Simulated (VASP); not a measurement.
Band structure of Mo₂N (relaxed from the CdI2 structure, space group P-3m1). Method: PBEsol GGA, VASP's PBE PAW potentials (set 64) (plane waves; VASP).

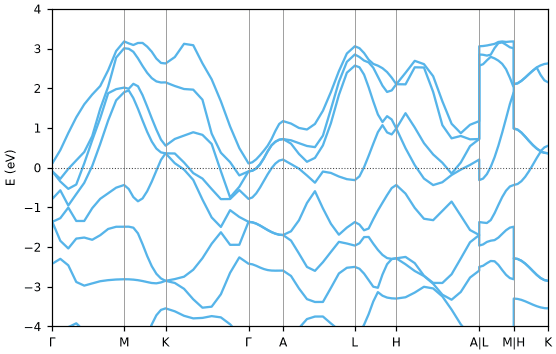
Figure. Bands along high-symmetry lines, zero at the valence-band maximum or, without a gap, the Fermi level

Problem. Read the plot: is there a gap, and where are the band edges?

Solution. It has no gap at this level: it comes out as a metal or semimetal. (Edges off the drawn lines would not show.)

The structure was generated: Mo2N was put into the CdI2 type (P-3m1), which need not be its known phase. It was relaxed first, which changed the volume by +13 %. The electron count is odd and the run is not spin-polarised, which forces a metal.
